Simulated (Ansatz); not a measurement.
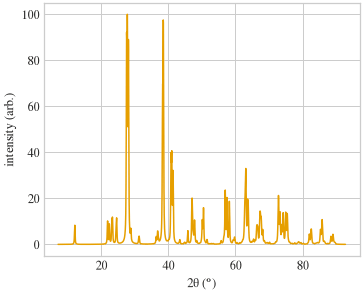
Fig. 1. Simulated powder pattern, Co Kα, λ = 1.79026 Å

The pattern belongs to a structure relaxed with PBE in the plane-wave PAW code Ansatz.

Task: Which of these materials gives this?
(A) Co2Li3Nb3O12, P1 (Pearson symbol aP20)
(B) HfO2, R3m (Hf on 3a, O on 3a, O on 3a)
(C) Li6SI2O, Fm-3m (Li on 24e, I on 8c, S on 4a, O on 4b)
(D) VO2, rutile

Result: A, Co2Li3Nb3O12, P1 (Pearson symbol aP20)

The start of the workflow was typed in or built on a structure type; neither database checked (COD, Materials Project) lists it. Whether it is the stable phase at ambient conditions was not checked. Symmetry was held in the PBE relaxation; its stability against distortions is not shown here. Spin order of the final state: ferromagnetic, chosen from 2 collinear starts compared on coarse meshes (ties went to the first, and starts can fall back to one state), not a proven ground state. No Hubbard U is applied.

Potentials: the later of the program's two PAW sets.
